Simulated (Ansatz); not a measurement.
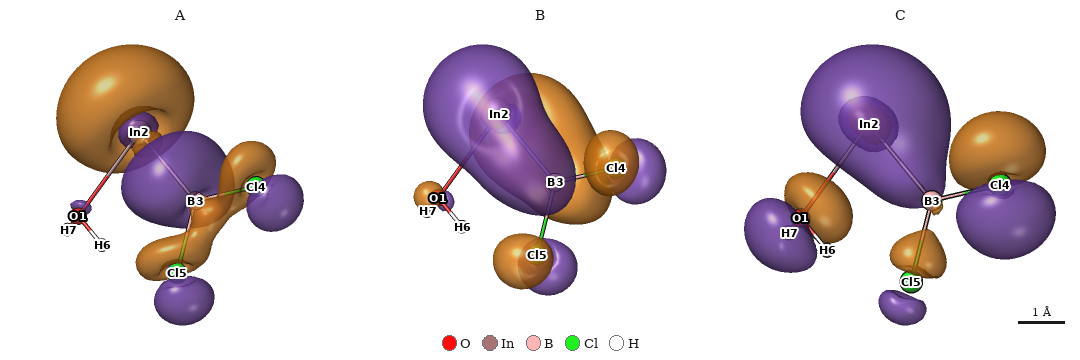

The picture shows: BCl2H2InO. Three frontier orbitals at ±0.08 Å⁻³ᐟ² (orange and purple are the two phases), in no order.

Core potentials replace the inner electrons of In.

The calculation used UKS PBE-D4/def2-SVP in Ansatz.

```xyz
7

O    -0.6935   -1.2485   -1.5080
In   -1.9419    0.1163    0.2269
B     0.4486    0.3380    1.0305
Cl    0.9739    1.0787    2.5573
Cl    1.8503   -0.2103   -0.0095
H     0.2544   -1.0588   -1.2997
H    -0.8076   -0.9972   -2.4437
```

Which picture is the HOMO−1, the HOMO and the LUMO?

C is the HOMO−1 (−7.01 eV). By Hirshfeld shares it lies mainly on In2 (about 40 %), Cl4 (about 30 %), O1 (about 20 %) and B3 (about 5 %). A is the HOMO (−4.22 eV). Its weight (Hirshfeld) is mainly on In2 (about 50 %), B3 (about 30 %), Cl4 (about 10 %) and Cl5 (about 10 %). B is the LUMO (−2.73 eV). It lies mainly on In2 (about 50 %), B3 (about 30 %), Cl4 (about 10 %) and Cl5 (about 10 %); π-bonding across In2–B3.

What is the HOMO–LUMO gap?

1.49 eV between the orbital energies.
